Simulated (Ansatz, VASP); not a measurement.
**Cross-check of SrCl2 between VASP and Ansatz**

One calculation is typed for both programs; each brings its own data sets and cutoff. How far apart do they land?

Method: plane waves, with VASP 6.6.1 beside it; relaxation of cell and atoms at PBE with D3(BJ), in Ansatz 0.2.0.

**1. Set-up**

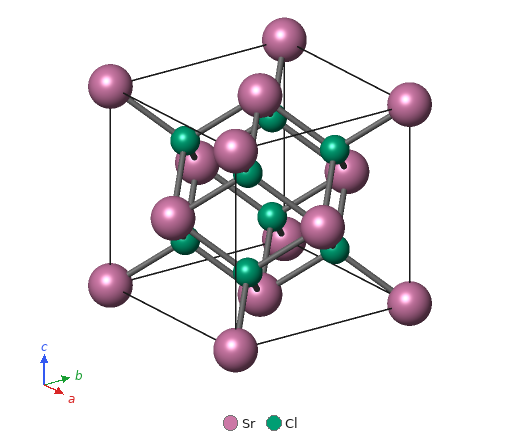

The cell as given, from a free direction (strontium pink, chlorine teal). This picture shows the conventional cell, with its axes. Some periodic images of atoms are drawn too.

**2. VASP: relaxation of cell and atoms, PBE with D3(BJ)**

The relaxed volume is the usual yardstick between codes: its relative difference is about their pressure difference at one cell divided by the bulk modulus.

Lines of VASP's logs that name or quote its potential files are left out, and so is its time.

Input file INCAR:

```
SYSTEM = SrCl2
PREC = Accurate
ENCUT = 400
EDIFF = 1E-06
NELM = 100
ISMEAR = 0
SIGMA = 0.05
LREAL = .FALSE.
ALGO = Normal
GGA = PE
IVDW = 12
LORBIT = 11
LWAVE = .FALSE.
LCHARG = .FALSE.
IBRION = 2
NSW = 60
ISIF = 3
EDIFFG = -0.01
```

Input file POSCAR:

```
SrCl2
1.0
    0.0000000000      3.4883500000      3.4883500000
    3.4883500000      0.0000000000      3.4883500000
    3.4883500000      3.4883500000      0.0000000000
Sr Cl
1 2
Direct
    0.0000000000      0.0000000000      0.0000000000
    0.7500000000      0.7500000000      0.7500000000
    0.2500000000      0.2500000000      0.2500000000
```

Input file KPOINTS:

```
Automatic mesh
0
Gamma
6 6 6
0 0 0
```

The projector-augmented-wave data sets are Sr_sv and Cl (PBE family, release 64).

Launch:

```
> mpirun -np 1 vasp_std
```

Numbers of over 12 decimals in the logs are rounded to 6 here.

The log of the run:

```text
[banner, memory and clock lines left out]
running    1 mpi-ranks, on    1 nodes
 distrk:  each k-point on    1 cores,    1 groups
 distr:  one band on    1 cores,    1 groups

 POSCAR found type information on POSCAR SrCl
 POSCAR found :  2 types and       3 ions
 LDA part: xc-table for (Slater+PW92), standard interpolation
 POSCAR, INCAR and KPOINTS ok, starting setup
 FFT: planning ... GRIDC
 FFT: planning ... GRID_SOFT
 FFT: planning ... GRID
 WAVECAR not read
 entering main loop
       N       E                     dE             d eps       ncg     rms          rms(c)
DAV:   1     0.134121126916E+03    0.13412E+03   -0.10170E+04   512   0.109E+03
DAV:   2    -0.508045122873E+01   -0.13920E+03   -0.13604E+03   656   0.231E+02
DAV:   3    -0.128706048125E+02   -0.77902E+01   -0.77841E+01   744   0.587E+01
DAV:   4    -0.130562131023E+02   -0.18561E+00   -0.18557E+00   872   0.708E+00
DAV:   5    -0.130582425138E+02   -0.20294E-02   -0.20294E-02   736   0.655E-01    0.130E+01
DAV:   6    -0.127625109435E+02    0.29573E+00   -0.78003E-01   664   0.507E+00    0.845E+00
DAV:   7    -0.127725425090E+02   -0.10032E-01   -0.45480E-01   808   0.416E+00    0.204E+00
DAV:   8    -0.127769258394E+02   -0.43833E-02   -0.63508E-02   632   0.147E+00    0.317E-01
DAV:   9    -0.127783505963E+02   -0.14248E-02   -0.24599E-03   712   0.306E-01    0.119E-01
DAV:  10    -0.127797013625E+02   -0.13508E-02   -0.11405E-03   568   0.221E-01    0.302E-02
DAV:  11    -0.127797797070E+02   -0.78344E-04   -0.10446E-04   808   0.575E-02    0.372E-02
DAV:  12    -0.127797913227E+02   -0.11616E-04   -0.14607E-05   600   0.219E-02    0.123E-02
DAV:  13    -0.127797943282E+02   -0.30055E-05   -0.74841E-06   664   0.150E-02    0.295E-03
DAV:  14    -0.127797942970E+02    0.31250E-07   -0.26777E-07   528   0.379E-03
   1 F= -.13444120E+02 E0= -.13444120E+02  d E =-.134441E+02
 curvature:   0.00 expect dE= 0.000E+00 dE for cont linesearch  0.000E+00
 trial: gam= 0.00000 g(F)=  0.147E-48 g(S)=  0.790E-03 ort = 0.000E+00 (trialstep = 0.100E+01)
 search vector abs. value=  0.790E-03
 bond charge predicted
       N       E                     dE             d eps       ncg     rms          rms(c)
DAV:   1    -0.127813735540E+02   -0.15792E-02   -0.12658E-01   624   0.255E+00    0.523E-01
DAV:   2    -0.127768416883E+02    0.45319E-02   -0.10832E-02   584   0.683E-01    0.182E-01
DAV:   3    -0.127758918174E+02    0.94987E-03   -0.29862E-03   920   0.333E-01    0.128E-01
DAV:   4    -0.127759141139E+02   -0.22297E-04   -0.20439E-04   912   0.822E-02    0.843E-02
DAV:   5    -0.127759508560E+02   -0.36742E-04   -0.85359E-05   920   0.479E-02    0.226E-02
DAV:   6    -0.127759540560E+02   -0.32000E-05   -0.34370E-06   680   0.143E-02    0.399E-03
DAV:   7    -0.127759549613E+02   -0.90528E-06   -0.23292E-07   432   0.446E-03
   2 F= -.13444535E+02 E0= -.13444535E+02  d E =-.415125E-03
 trial-energy change:   -0.000415  1 .order   -0.000415   -0.000790   -0.000041
 step:   1.0542(harm=  1.0542)  dis= 0.00000  next Energy=   -13.444536 (dE=-0.416E-03)
 reached required accuracy - stopping structural energy minimisation
```

From OUTCAR (step 2):

```text
ion  position               nearest neighbor table
   1  0.000  0.000  0.000-   2 3.02   2 3.02   2 3.02   2 3.02   3 3.02   3 3.02   3 3.02   3 3.02

  LATTYP: Found a face centered cubic cell.
 ALAT       =     6.9767000000

 Subroutine GETGRP returns: Found 48 space group operations
 (whereof 48 operations were pure point group operations)

The static configuration has the point symmetry O_h .

 Found     16 irreducible k-points:

   k-points           NKPTS =     16   k-points in BZ     NKDIM =     16   number of bands    NBANDS=     16

   dimension x,y,z NGX =    32 NGY =   32 NGZ =   32
   dimension x,y,z NGXF=    64 NGYF=   64 NGZF=   64

   ENCUT  =  400.0 eV  29.40 Ry    5.42 a.u.   8.04  8.04  8.04*2*pi/ulx,y,z

   NELECT =      24.0000    total number of electrons

 k-points in reciprocal lattice and weights: Automatic mesh
   0.00000000  0.00000000  0.00000000       0.005
   0.16666667  0.00000000  0.00000000       0.037
   0.33333333  0.00000000  0.00000000       0.037
   0.50000000  0.00000000  0.00000000       0.019
   0.16666667  0.16666667  0.00000000       0.028
   0.33333333  0.16666667  0.00000000       0.111
   0.50000000  0.16666667  0.00000000       0.111
  -0.33333333  0.16666667  0.00000000       0.111
  -0.16666667  0.16666667  0.00000000       0.056
[...]
-0.33333333  0.33333333  0.16666667       0.111
  -0.33333333  0.50000000  0.16666667       0.056

 Edisp (eV)   -0.66433

 average (electrostatic) potential at core
       1 -38.6856       2 -93.0935       3 -93.0935

 E-fermi :   0.4427

 k-point     1 :       0.0000    0.0000    0.0000
  band No.  band energies     occupation
    ...
      8      -1.9532      2.00000
      9      -1.9532      2.00000
     10      -0.1452      2.00000
     11      -0.1452      2.00000
     12      -0.1452      2.00000
     13       5.5534      0.00000
     14       6.2880      0.00000
     15       6.2880      0.00000
     16       9.2390      0.00000

 k-point     2 :       0.1667    0.0000    0.0000
  band No.  band energies     occupation
    ...
      8      -1.8510      2.00000
      9      -1.7650      2.00000
     10      -0.4584      2.00000
     11      -0.2959      2.00000
     12      -0.2959      2.00000
     13       6.1469      0.00000
     14       6.4984      0.00000
     15       6.4984      0.00000
     16       8.2293      0.00000

 k-point     3 :       0.3333    0.0000    0.0000
  band No.  band energies     occupation
    ...
      8      -1.5930      2.00000
      9      -1.4069      2.00000
     10      -0.9822      2.00000
     11      -0.6289      2.00000
     12      -0.6289      2.00000
     13       6.8214      0.00000
     14       6.8214      0.00000
     15       7.0434      0.00000
     16       8.2337      0.00000

 Edisp (eV)   -0.66858

  Total      -0.00658    -0.00658    -0.00658     0.00000     0.00000     0.00000
  in kB      -0.12492    -0.12492    -0.12492     0.00000     0.00000     0.00000
  external pressure =       -0.12 kB  Pullay stress =        0.00 kB

  energy-cutoff  :      400.00
  volume of cell :       84.37
      direct lattice vectors                 reciprocal lattice vectors
     0.000000000  3.481173594  3.481173594    -0.143629723  0.143629723  0.143629723
     3.481173594  0.000000000  3.481173594     0.143629723 -0.143629723  0.143629723
     3.481173594  3.481173594 -0.000000000     0.143629723  0.143629723 -0.143629723

 POSITION                                       TOTAL-FORCE (eV/Angst)
 -----------------------------------------------------------------------------------
      3.48117      0.00000      3.48117        -0.000000      0.000000     -0.000000
      5.22176      5.22176      5.22176        -0.000000     -0.000000      0.000000
      1.74059      1.74059      1.74059         0.000000      0.000000     -0.000000
 -----------------------------------------------------------------------------------
    total drift:                                0.000000     -0.000000      0.000000

  FREE ENERGIE OF THE ION-ELECTRON SYSTEM (eV)
  ---------------------------------------------------
  free  energy   TOTEN  =       -13.4445347283 eV

  energy  without entropy=      -13.4445347283  energy(sigma->0) =      -13.44453473

 reached required accuracy - stopping structural energy minimisation

 total charge
# of ion       s       p       d       tot
------------------------------------------
    1        1.997   5.769   0.155   7.920
    2        1.592   3.584   0.000   5.177
    3        1.592   3.584   0.000   5.177
--------------------------------------------------
tot          5.182  12.937   0.155  18.273

[... 3 further parts left out ...]
```

**3. Ansatz: relaxation of cell and atoms, PBE with D3(BJ)**

Ansatz runs on its default PAW (the set named soft_2) files.

The same cell, functional, mesh and smearing now go to Ansatz, which takes its cutoff from its data sets.

Input file input.yaml:

```yaml
crystal:
  lattice:
    - [0.0, 3.48835, 3.48835]
    - [3.48835, 0.0, 3.48835]
    - [3.48835, 3.48835, 0.0]
  atoms:
    - { symbol: Sr, position: [0.0, 0.0, 0.0] }
    - { symbol: Cl, position: [0.75, 0.75, 0.75] }
    - { symbol: Cl, position: [0.25, 0.25, 0.25] }
hamiltonian:
  xc: pbe
  pseudopotentials: { kind: paw }
  dispersion: d3bj
kpoints:
  mp_grid: { grid: [6, 6, 6] }
scf:
  occupations: { method: gaussian, width: 0.05 }
relax:
  f_tol: 0.01
  max_steps: 60
  cell: { stress_tol: 0.05 }
output:
  forces: true
  stress: true
```

Launch:

```
> ansatz run input.yaml --threads 4 --pin off --max-ram 9216MiB --backend cpu --events-out ev --progress --plain --runs-dir out
```

The log of the run:

```text
Engine: ansatz 0.2.0, aarch64-unknown-linux-gnu
Pseudopotentials: kind: paw
Pseudopotential: Sr, paw, valence charge 10, recommended cutoff 420 eV (normal), Sr.paw.azcp
Pseudopotential: Cl, paw, valence charge 7, recommended cutoff 420 eV (normal), Cl.paw.azcp
Functional definition: PBE
  parameter kappa = 0.804
  parameter beta = 0.066725
  exchange = pbe_x(kappa = kappa, mu = beta*pi^2/3)
  correlation = pbe_c(beta = beta)
Crystal: 3 atoms, lattice volume = 84.897 Å³
Basis set: ecut = 420 eV, 1639 PW (Γ), exchange–correlation on 72×72×72 points (8 copies of the dense FFT grid, shifted against one another)
Bands: 16, of which v1, the nominal top of the filled ones, is band 12 counted from 1 (11 counted from 0)
Symmetry: 48 space group operations
Space group: Fm-3m (ITA 225), of the structure as read, at distance tolerance 4.4e-5 Å
k-points: 16 of 216
Non-local potential: Sr, projectors of the file, l = 0: 3, l = 1: 2, l = 2: 2
Non-local potential: Cl, projectors of the file, l = 0: 2, l = 1: 2, l = 2: 2
PAW form: soft (Blöchl's): semilocal exchange-correlation on the pseudo side does not see the compensation charge
PAW one-centre angular grid: Sr, 110 points (default); XC on 64 Gauss nodes
PAW one-centre angular grid: Cl, 110 points (default); XC on 64 Gauss nodes
Initial density: superposition of atomic densities (neutral atoms: chi_scale 0, normalization atom), corrected by the library's trained network
Initial wavefunctions: pseudopotential atomic-orbital guess
Functional: x = pbe(κ = 0.804, μ = 0.219515), c = pbe(β = 0.066725)
SCF iter   1: F=—  HF=-5711.388114 eV  |F-HF|=—  |Δ(HF+E_count)|=         —  Δρ=3.46e-4  dr2=5.33e-5  ethr=1.77e-3  ⟨swp⟩=9.4  Hψ=1866  notcnv=0
preconditioner: auto → none  [insulator: Δε(μ)=5.343 eV  Ē_g=14.081 eV  σ=0.050 eV  W_gap=1.00  n_scr=14 (ndim 8)  ℏωp=18.9 eV  f_vac=0.093  D(μ)=0.00/eV (n_scr^D=0)  ε∞_Penn≈2.8]
SCF iter   2: F=—  HF=-5711.389296 eV  |F-HF|=—  |Δ(HF+E_count)|=   1.18e-3  Δρ=1.79e-4  dr2=1.13e-5  ethr=2.22e-7  ⟨swp⟩=3.6  Hψ=800  notcnv=0
SCF iter   3: F=—  HF=-5711.389334 eV  |F-HF|=—  |Δ(HF+E_count)|=   3.78e-5  Δρ=8.83e-5  dr2=2.31e-6  ethr=4.72e-8  ⟨swp⟩=2.1  Hψ=374  notcnv=0
SCF iter   4: F=—  HF=-5711.389359 eV  |F-HF|=—  |Δ(HF+E_count)|=   2.47e-5  Δρ=2.25e-5  dr2=1.64e-7  ethr=9.62e-9  ⟨swp⟩=2.0  Hψ=432  notcnv=0
iter 5 did not close the SCF: its close was put off for the readings that it lacked (scf_convergence_deferred on its scf_iter line)
SCF iter   5: F=-5711.389361 eV  HF=-5711.389361 eV  |F-HF|=9.52e-8  |Δ(HF+E_count)|=   2.35e-6  Δρ=8.16e-6  dr2=3.75e-8  ethr=6.82e-10  ⟨swp⟩=2.0  Hψ=448  notcnv=0
SCF iter   6: F=-5711.389361 eV  HF=-5711.389361 eV  |F-HF|=2.01e-9  |Δ(HF+E_count)|=   1.12e-7  Δρ=3.07e-6  dr2=5.71e-9  ethr=1.56e-10  ⟨swp⟩=2.4  Hψ=902  notcnv=0
SCF 1 converged in 6 iterations: F = -5711.389361 eV  dr2 = 5.71e-9
  greatest PAW one-centre occupation: 0.986 electrons in one spin orbital (limit 2), on the Sr atom at site 0 (counted from 0), in its partial waves of l = 0
relax step   1: F+E_penalty+E_count = -5711.38936118 eV  Δ(F+E_penalty+E_count) = +0.000e0 eV  max|allowed force component| = 2.024e-18 eV/Å  Δτ_max = 0.0000 Å  P = -0.308 GPa  Ω = 84.897 Å³  (6 SCF iters, dr2 threshold 1.00e-7 eV, accepted)
[...]
relax step   2: F+E_penalty+E_count = -5711.39006869 eV  Δ(F+E_penalty+E_count) = -7.075e-4 eV  max|allowed force component| = 7.710e-18 eV/Å  Δτ_max = 0.0000 Å  P = -0.010 GPa  Ω = 84.196 Å³  energy of the carried Pulay correction = +8.380e-6 eV  (4 SCF iters, dr2 threshold 2.37e-7 eV, accepted)
[...]
relax step   3: F+E_penalty+E_count = -5711.39006043 eV  Δ(F+E_penalty+E_count) = +8.260e-6 eV  max|allowed force component| = 7.614e-18 eV/Å  Δτ_max = 0.0000 Å  P = -0.010 GPa  Ω = 84.196 Å³  stress off target by 9.92e-3 GPa  SCF on the basis re-selected at this cell (its energy is not comparable with the rows above)  (4 SCF iters)
basis re-selected at this cell: Δ(F+E_penalty+E_count) = +8.260e-6 eV, ΔP = -0.000 GPa vs the last step (what re-selecting the basis moved, of the pressure what is left beyond the Pulay correction that the steps carried, after the strain that the cell walked since its last selection, with what the two solves' SCF thresholds leave and, on support functions, any second-order correction that the steps lacked; it is no m [...]
SCF converged after 4 iterations
Free energy (F): -5711.390060 eV
Harris-Foulkes:  -5711.390060 eV  (|F-HF|=2.18e-11)
Internal energy: -5711.390060 eV  (E = F + TS)
E sigma→0 (E₀):  -5711.390060 eV
Fermi energy:    5.865874 eV
--- Per-component energies (eV) ---
  E_band       = -145.132127
  E_kinetic    = 568.927225
  E_local      = -1177.084563  (includes V_loc(G=0)·N_el)
  E_nonlocal   = 258.851600
  E_hartree    = 323.454561
  E_xc         = -389.195084
  E_vxc        = -408.183711  (∫ρ·V_xc dr)
  E_paw        = -4013.371077  (= ΣΔE_a)
  E_vpaw       = -34.552033  (= ΣTr[D̂ρ^β])
  E_aug_tail   = 0.000180  (compensation charges beyond the density's cutoff)
  E_ewald      = -1282.302678
  E_disp       = -0.670224  (pairwise vdW)
  E_smearing   = -0.000000  (= −TS)
  E_closure    = 0.000000  (closes the sum)
  Σ components = -5711.390060   (vs F -5711.390060, Δ=0.00e0)
--- Forces (eV/Å), atoms counted from 1 ---
  atom   1  Sr    -0.00000000     0.00000000    -0.00000000
  atom   2  Cl     0.00000000     0.00000000     0.00000000
  atom   3  Cl    -0.00000000    -0.00000000    -0.00000000
  max |Σ_I F_I| component: 5.78e-19 eV/Å
--- Stress (GPa, compression-positive) ---
       -0.009925      -0.000000      -0.000000
       -0.000000      -0.009925      -0.000000
       -0.000000      -0.000000      -0.009925
  P = ⅓ Tr σ = -0.0099 GPa (-0.099 kbar)
--- Relaxed structure (2 steps of the walk, 2 accepted, 1 SCFs on fresh bases) ---
  F+E_penalty+E_count = -5711.39006043 eV   max|allowed force component| = 7.614e-18 eV/Å   (the final SCF, on the basis selected at the relaxed cell)
  cell:  # Å, volume = 84.1964 Å³
    - [0, 3.478733, 3.478733]
    - [3.478733, 0, 3.478733]
    - [3.478733, 3.478733, 0]
  atoms:
    - { symbol: Sr, position: [0, 0, 0] }
    - { symbol: Cl, position: [0.750000, 0.750000, 0.750000] }
    - { symbol: Cl, position: [0.25, 0.25, 0.25] }
```

Elapsed: 1.5 s, on 4 threads of Arm Neoverse V2, shared host; peak memory 0.34 GiB.

**4. Side by side**

Known differences besides the PAW data sets themselves: both relaxations stop at a tolerance, which leaves soft axes loose, and VASP keeps its plane-wave basis; the cutoff is 420 eV in Ansatz and 400 eV in VASP; VASP leaves aspherical gradient terms in its spheres out (LASPH is not set), Ansatz keeps them; Ansatz adds a Pulay correction to the stress that steers its cell, VASP none. Total energies have different zeros and are not compared.

The two programs side by side:

```csv
quantity,Ansatz,VASP,difference
volume (Å³),84.20,84.37,-0.21 %
"edge a after relaxation, in the typed setting (Å)",4.920,4.923,-0.07 %
```

The walks stopped with -0.01 GPa left in Ansatz and -0.01 GPa in VASP; each walk ends within a tolerance, so the volume difference is uncertain by about these residues over the bulk modulus, most in soft cells.

**5. What came out**

- difference in volume (relaxation of cell and atoms, PBE with D3(BJ)): -0.21 %

**Reading.** The difference in volume is -0.21 % (relaxation of cell and atoms, PBE with D3(BJ)), within the 1.2 % picked in this series as the mark of a large difference, as far as the stopping tolerances let one tell. Differences of this kind measure data sets and numerical settings, not the functional's error against experiment.

[Lines on the potential files, build, host, timing and source positions are cut from VASP's logs without a mark.]

[Logs are printed without paths, hosts, clocks, repeated set-up lines and the standing remarks that a program may print on its own settings, such as how far it seeks lower states.]

[Hosts, paths, dates, database ids (printed as entryN), source tags and the programs' standing remarks are cut or masked in the printed files.]
